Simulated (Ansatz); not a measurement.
## Electronic structure of ClH4NSi2 (SMILES [SiH3]N[Si]Cl) in real space

Input

```
crystal:
  periodic: [false, false, false]
  atoms:
    - {symbol: Cl, position_ang: [-1.986700, -0.012453, -0.672337]}
    - {symbol: "N", position_ang: [0.420368, -0.639128, 0.849026]}
    - {symbol: Si, position_ang: [-0.963667, -1.553135, 0.374723]}
    - {symbol: Si, position_ang: [0.913004, 1.047062, 0.590450]}
    - {symbol: H, position_ang: [1.065845, 1.340846, -0.859348]}
    - {symbol: H, position_ang: [-0.067583, 1.987050, 1.195768]}
    - {symbol: H, position_ang: [1.089457, -1.187414, 1.389334]}
    - {symbol: H, position_ang: [2.231437, 1.187952, 1.273243]}
basis:
  gaussian:
    orbitals: def2-TZVPD
hamiltonian:
  xc: pbe0
output: {forces: true, orbitals: {seedname: orbitals}}
```

Launched as:

```sh
ansatz run input.yaml --threads 1 --pin off --max-ram 2610MiB --events-out events.jsonl --progress --plain --runs-dir runs
```

Geometry: PBE0-D3(BJ)/pcseg-1.

All numbers below come from Ansatz, isolated molecule in a Gaussian basis; Kohn-Sham density functional theory, functional PBE0.

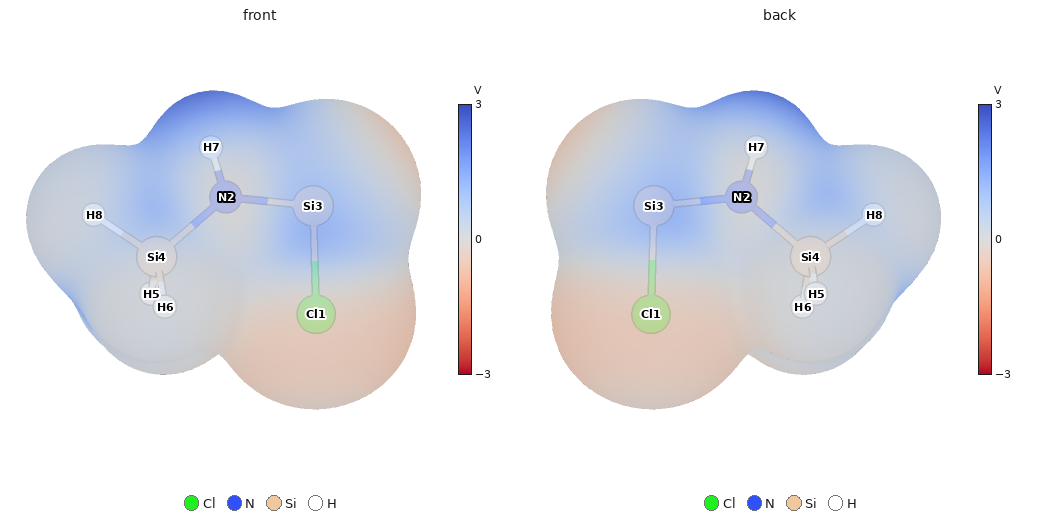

Figure 1. The molecular electrostatic potential painted on the density surface at 0.002 e/bohr³, seen from the front and from behind; red is negative and blue positive.

Question: Where is the surface potential most negative and most positive?

Answer: The most negative region (about −0.6 V) lies over Cl1, the most positive (about +2.2 V) over H7.

Question: How polar is the molecule by this calculation?

Answer: Its dipole moment is 2.28 D.

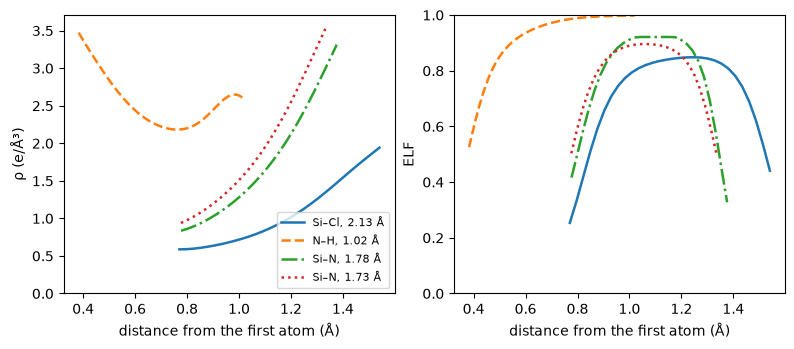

Figure 2. Electron density and electron localisation function along straight lines between neighbouring atoms. The curves leave out the atomic cores.

Question: What kind of bonding do the profiles show?

Answer: Si–Cl (2.13 Å): ρ is about 0.79 e/Å³ halfway; the ELF peaks at about 0.85 between the atoms, as expected for a shared but strongly polarised pair.
N–H (1.02 Å): the density is about 2.8 e/Å³ at the midpoint; the ELF climbs to about 1 towards the hydrogen, as it does in any bond to H (an ordinary covalent bond to hydrogen).
Si–N (1.78 Å): the density is about 1 e/Å³ at the midpoint; the ELF peaks at about 0.90 between the atoms: a shared but strongly polarised pair.
Si–N (1.73 Å): the density is about 1.1 e/Å³ at the midpoint; the ELF peaks at about 0.90 between the atoms, as expected for a polar covalent bond.

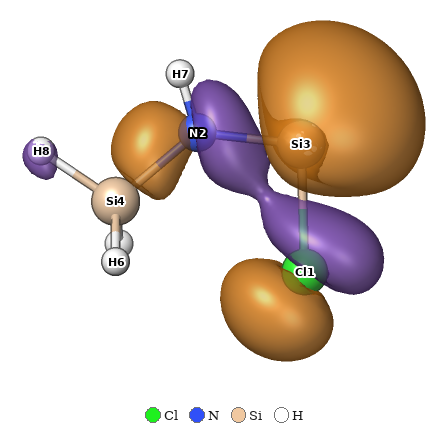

Figure 3. One frontier orbital at ±0.08 Å⁻³ᐟ² (orange and purple are the two phases), seen across its widest extent.

Question: Which orbital is it: HOMO or LUMO?

Answer: The HOMO, at −7.28 eV. Its weight (Hirshfeld) is mainly on Si3 (about 65 %), Cl1 (about 20 %) and N2 (about 10 %).
